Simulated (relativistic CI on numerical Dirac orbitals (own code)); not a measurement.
# Cu¹²⁺: one ion under different settings

Aim: see what numerical and physical settings do to the SCF, the total energy and the lowest levels of Cu¹²⁺.

Program: relativistic CI on numerical Dirac orbitals (own code) version 3. Level of theory: Dirac-Coulomb-Breit CI, KLI orbitals optimised for each configuration, model QED (radiative potential, 1s self-energy scaled to tabulated hydrogen-like ionisation energies), numerical settings as typed. These are calculated values, not measurements, unless marked.

## Step 1: What is computed

```
ion            : Cu¹²⁺ (Cu XIII)
nuclear charge : 29
electrons      : 17
isotope        : A = 63
```

## Step 2: A try

Input settings:

```ini
atom Cu  Z=29  charge=11  electrons=18
nucleus A=63  rms_radius_fm=3.8823
hamiltonian dirac-coulomb  breit=on  qed=on  c_scale=1
orbitals kli  potential=per-configuration
slater_scale 1
correlation none
mixing on
grid step=0.0125 r_max=7.9
scf mixing=0.4 start=green max_iterations=100 tolerance=2e-08 node_fill=0.05
configurations
  [Ne] 3s2 3p5
end
```

Command:

```sh
python run_levels.py task.json out
```

One command runs all members of the session, one after another, from task.json.

The program writes no log. Results of the run, from its result record (rounded, main fields):

```text
status: refused
warnings: ["configuration [Ne] 3s2 3p5 has 17 electrons, the ion has 18"]
```

It took 0.0007 s on 1 thread, shared host.

What went wrong: the program refused the input. The electrons of a configuration don't add up to Z less the charge. The input had charge 11. The cure is to make charge and configurations agree.

## Step 3: With the usual settings

Input settings:

```ini
atom Cu  Z=29  charge=12  electrons=17
nucleus A=63  rms_radius_fm=3.8823
hamiltonian dirac-coulomb  breit=on  qed=on  c_scale=1
orbitals kli  potential=per-configuration
slater_scale 1
correlation none
mixing on
grid step=0.0125 r_max=7.9
scf mixing=0.4 start=green max_iterations=150 tolerance=2e-08 node_fill=0.05
configurations
  [Ne] 3s2 3p5
end
```

Main fields:

```text
status: converged
levels [i, E_cm, J2, conf, term, w_term, w_jj]:
  - [0, 0, 3, "3p5", "2P*", 1, 1]
  - [1, 28882.487, 1, "3p5", "2P*", 1, 1]
total_energy [Ha]: -1591.4284725
n_levels_all: 2
overlap: 2.2858e-12
scf_iterations: [10]
orbital_energies [Ha]: {"1s": -339.352, "2s": -53.54, "2p1/2": -48.7469, "2p3/2": -47.9893, "3s": -16.4391, "3p1/2": -14.8856, "3p3/2": -14.7486}
configurations [conf, odd, states, E_av_Ha, breit_Ha, qed_Ha]:
  - ["3p5", 1, 6, -1592.51574, 0.6735, 0.4576]
scf_steps of the first configuration [iteration, E_Ha, residual, outer_eigenvalue_Ha]:
  - [1, -1574.758348, 2.97, -22]
  - [2, -1587.399888, 1.61, -18.29]
  - [3, -1592.512117, 0.0573, -14.74]
  - [4, -1592.513694, 0.0255, -14.83]
  - [5, -1592.515725, 0.000718, -14.75]
  - [6, -1592.515735, 0.000256, -14.75]
  - [7, -1592.515741, 1.57e-05, -14.75]
  - [8, -1592.51574, 1.51e-07, -14.75]
  - [9, -1592.51574, 9.75e-08, -14.75]
  - [10, -1592.51574, 1.92e-10, -14.75]
```

It took 0.074 s on 1 thread, shared host.

## Step 4: Breit term off

Changes to the settings of step 3:

```diff
@@ -2,3 +2,3 @@
 nucleus A=63  rms_radius_fm=3.8823
-hamiltonian dirac-coulomb  breit=on  qed=on  c_scale=1
+hamiltonian dirac-coulomb  breit=off  qed=on  c_scale=1
 orbitals kli  potential=per-configuration
```

Main fields:

```text
status: converged
levels [i, E_cm, J2, conf, term, w_term]:
  - [0, 0, 3, "3p5", "2P*", 1]
  - [1, 29575.167, 1, "3p5", "2P*", 1]
total_energy [Ha]: -1592.103018
n_levels_all: 2
overlap: 2.2858e-12
scf_iterations: [10]
orbital_energies [Ha]: {"1s": -339.352, "2s": -53.54, "2p1/2": -48.7469, "2p3/2": -47.9893, "3s": -16.4391, "3p1/2": -14.8856, "3p3/2": -14.7486}
configurations [conf, odd, states, E_av_Ha, breit_Ha, qed_Ha]:
  - ["3p5", 1, 6, -1592.51574, 0, 0.4576]
scf_steps of the first configuration [iteration, E_Ha, residual, outer_eigenvalue_Ha]:
  - [1, -1574.758348, 2.97, -22]
  - [2, -1587.399888, 1.61, -18.29]
  - [3, -1592.512117, 0.0573, -14.74]
  - [4, -1592.513694, 0.0255, -14.83]
  - [5, -1592.515725, 0.000718, -14.75]
  - [6, -1592.515735, 0.000256, -14.75]
  - [7, -1592.515741, 1.57e-05, -14.75]
  - [8, -1592.51574, 1.51e-07, -14.75]
  - [9, -1592.51574, 9.75e-08, -14.75]
  - [10, -1592.51574, 1.92e-10, -14.75]
```

It took 0.068 s on 1 thread, shared host.

## Step 5: Start potential previous

Input settings:

```ini
atom Cu  Z=29  charge=12  electrons=17
nucleus A=63  rms_radius_fm=3.8823
hamiltonian dirac-coulomb  breit=on  qed=on  c_scale=1
orbitals kli  potential=per-configuration
slater_scale 1
correlation none
mixing on
grid step=0.0125 r_max=7.9
scf mixing=0.4 start=previous max_iterations=150 tolerance=2e-08 node_fill=0.05
configurations
  [Ne] 3s2 3p5
end
```

Main fields:

```text
status: converged
levels [i, E_cm, J2, conf, term, w_term]:
  - [0, 0, 3, "3p5", "2P*", 1]
  - [1, 28882.486, 1, "3p5", "2P*", 1]
total_energy [Ha]: -1591.4284725
n_levels_all: 2
overlap: 2.28536e-12
scf_iterations: [9]
orbital_energies [Ha]: {"1s": -339.352, "2s": -53.54, "2p1/2": -48.7469, "2p3/2": -47.9893, "3s": -16.4391, "3p1/2": -14.8856, "3p3/2": -14.7486}
configurations [conf, odd, states, E_av_Ha, breit_Ha, qed_Ha]:
  - ["3p5", 1, 6, -1592.51574, 0.6735, 0.4576]
scf_steps of the first configuration [iteration, E_Ha, residual, outer_eigenvalue_Ha]:
  - [1, -1583.789865, 2.61, -11.96]
  - [2, -1590.497543, 1.25, -13.3]
  - [3, -1592.51091, 0.0427, -14.79]
  - [4, -1592.514109, 0.0207, -14.8]
  - [5, -1592.515699, 0.000793, -14.75]
  - [6, -1592.51574, 3.12e-05, -14.75]
  - [7, -1592.515739, 9.82e-06, -14.75]
  - [8, -1592.51574, 2.54e-07, -14.75]
  - [9, -1592.51574, 1.56e-08, -14.75]
```

Run time: 0.071 s. Hardware: 1 thread, shared host.

## Step 6: Potential mixing 0.1, Slater scale 0.6, tolerance 1e-06

Input settings:

```ini
atom Cu  Z=29  charge=12  electrons=17
nucleus A=63  rms_radius_fm=3.8823
hamiltonian dirac-coulomb  breit=on  qed=on  c_scale=1
orbitals kli  potential=per-configuration
slater_scale 0.6
correlation none
mixing on
grid step=0.0125 r_max=7.9
scf mixing=0.1 start=green max_iterations=150 tolerance=1e-06 node_fill=0.05
configurations
  [Ne] 3s2 3p5
end
```

Main fields:

```text
status: converged
levels [i, E_cm, J2, conf, term, w_term]:
  - [0, 0, 3, "3p5", "2P*", 1]
  - [1, 28842.332, 1, "3p5", "2P*", 1]
total_energy [Ha]: -1591.4284115
n_levels_all: 2
overlap: 2.28414e-12
scf_iterations: [9]
orbital_energies [Ha]: {"1s": -339.352, "2s": -53.54, "2p1/2": -48.7469, "2p3/2": -47.9893, "3s": -16.4391, "3p1/2": -14.8856, "3p3/2": -14.7486}
configurations [conf, odd, states, E_av_Ha, breit_Ha, qed_Ha]:
  - ["3p5", 1, 6, -1592.51574, 0.6735, 0.4576]
scf_steps of the first configuration [iteration, E_Ha, residual, outer_eigenvalue_Ha]:
  - [1, -1574.758348, 2.97, -22]
  - [2, -1578.536777, 2.64, -21.03]
  - [3, -1592.503027, 0.0974, -14.74]
  - [4, -1592.50632, 0.0568, -14.98]
  - [5, -1592.515738, 0.00217, -14.74]
  - [6, -1592.515707, 0.00118, -14.75]
  - [7, -1592.51574, 1.86e-05, -14.75]
  - [8, -1592.515741, 2.8e-05, -14.75]
  - [9, -1592.51574, 5.87e-07, -14.75]
```

Wall time 0.071 s (1 thread, shared host).

## Step 7: Slater scale 1.2

Input settings:

```ini
atom Cu  Z=29  charge=12  electrons=17
nucleus A=63  rms_radius_fm=3.8823
hamiltonian dirac-coulomb  breit=on  qed=on  c_scale=1
orbitals kli  potential=per-configuration
slater_scale 1.2
correlation none
mixing on
grid step=0.0125 r_max=7.9
scf mixing=0.4 start=green max_iterations=150 tolerance=2e-08 node_fill=0.05
configurations
  [Ne] 3s2 3p5
end
```

Main fields:

```text
status: converged
levels [i, E_cm, J2, conf, term, w_term]:
  - [0, 0, 3, "3p5", "2P*", 1]
  - [1, 28902.563, 1, "3p5", "2P*", 1]
total_energy [Ha]: -1591.428503
n_levels_all: 2
overlap: 2.2858e-12
scf_iterations: [10]
orbital_energies [Ha]: {"1s": -339.352, "2s": -53.54, "2p1/2": -48.7469, "2p3/2": -47.9893, "3s": -16.4391, "3p1/2": -14.8856, "3p3/2": -14.7486}
configurations [conf, odd, states, E_av_Ha, breit_Ha, qed_Ha]:
  - ["3p5", 1, 6, -1592.51574, 0.6735, 0.4576]
scf_steps of the first configuration [iteration, E_Ha, residual, outer_eigenvalue_Ha]:
  - [1, -1574.758348, 2.97, -22]
  - [2, -1587.399888, 1.61, -18.29]
  - [3, -1592.512117, 0.0573, -14.74]
  - [4, -1592.513694, 0.0255, -14.83]
  - [5, -1592.515725, 0.000718, -14.75]
  - [6, -1592.515735, 0.000256, -14.75]
  - [7, -1592.515741, 1.57e-05, -14.75]
  - [8, -1592.51574, 1.51e-07, -14.75]
  - [9, -1592.51574, 9.75e-08, -14.75]
  - [10, -1592.51574, 1.92e-10, -14.75]
```

It took 0.074 s on 1 thread, shared host.

## Step 8: Potential mixing 1.3

Input settings:

```ini
atom Cu  Z=29  charge=12  electrons=17
nucleus A=63  rms_radius_fm=3.8823
hamiltonian dirac-coulomb  breit=on  qed=on  c_scale=1
orbitals kli  potential=per-configuration
slater_scale 1
correlation none
mixing on
grid step=0.0125 r_max=7.9
scf mixing=1.3 start=green max_iterations=89 tolerance=2e-08 node_fill=0.05
configurations
  [Ne] 3s2 3p5
end
```

Main fields:

```text
status: converged
levels [i, E_cm, J2, conf, term, w_term]:
  - [0, 0, 3, "3p5", "2P*", 1]
  - [1, 28882.486, 1, "3p5", "2P*", 1]
total_energy [Ha]: -1591.4284725
n_levels_all: 2
overlap: 2.28711e-12
scf_iterations: [9]
orbital_energies [Ha]: {"1s": -339.352, "2s": -53.54, "2p1/2": -48.7469, "2p3/2": -47.9893, "3s": -16.4391, "3p1/2": -14.8856, "3p3/2": -14.7486}
configurations [conf, odd, states, E_av_Ha, breit_Ha, qed_Ha]:
  - ["3p5", 1, 6, -1592.51574, 0.6735, 0.4576]
scf_steps of the first configuration [iteration, E_Ha, residual, outer_eigenvalue_Ha]:
  - [1, -1574.758348, 2.97, -22]
  - [2, -1585.278972, 2.01, -11.92]
  - [3, -1592.509439, 0.0548, -14.86]
  - [4, -1592.514955, 0.0148, -14.77]
  - [5, -1592.515739, 0.000575, -14.75]
  - [6, -1592.515741, 2.13e-05, -14.75]
  - [7, -1592.51574, 2.53e-06, -14.75]
  - [8, -1592.51574, 3.43e-08, -14.75]
  - [9, -1592.51574, 4.34e-09, -14.75]
```

It took 0.078 s on 1 thread, shared host.

The value lies outside the usual range, yet the result is unchanged in this case.

## Step 9: The runs side by side

| setting | total energy less usual (Ha) | largest shift of a level among the lowest eight of both runs, same label and place (cm⁻¹) | SCF iterations | time | lowest level | kind of change |
| --- | --- | --- | --- | --- | --- | --- |
| usual | 0 | 0 | 10 | 0.074 s | 3p5 2P°3/2 | - |
| Breit term off | -0.675 | 693 | 10 | 0.068 s | 3p5 2P°3/2 | model term |
| start potential previous | 0 | 0 | 9 | 0.071 s | 3p5 2P°3/2 | numerical |
| potential mixing 0.1, Slater scale 0.6, tolerance 1e-06 | 6.1e-05 | 40.2 | 9 | 0.071 s | 3p5 2P°3/2 | model term |
| Slater scale 1.2 | -3.05e-05 | 20.1 | 10 | 0.074 s | 3p5 2P°3/2 | model term |
| potential mixing 1.3 | 0 | 0 | 9 | 0.078 s | 3p5 2P°3/2 | extreme, harmless here |

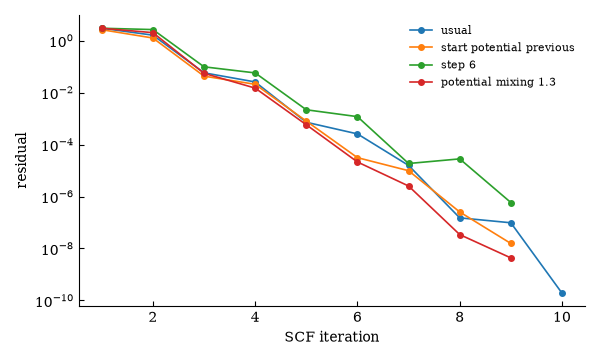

Residual of the first configuration's SCF.

## Step 10: What came out

| quantity | value |
| --- | --- |
| lowest level, usual settings | 3p5 2P°3/2 |
| total energy | -1591.4285 Ha |
| first excitation | 28882 cm⁻¹ |
| runs without a result | 1 |

Among the runs whose levels can be followed, they move most under «Breit term off» (model term), by up to 693 cm⁻¹. No visible change in the result comes from «start potential previous» or «potential mixing 1.3». Only the listed configurations are in the model.
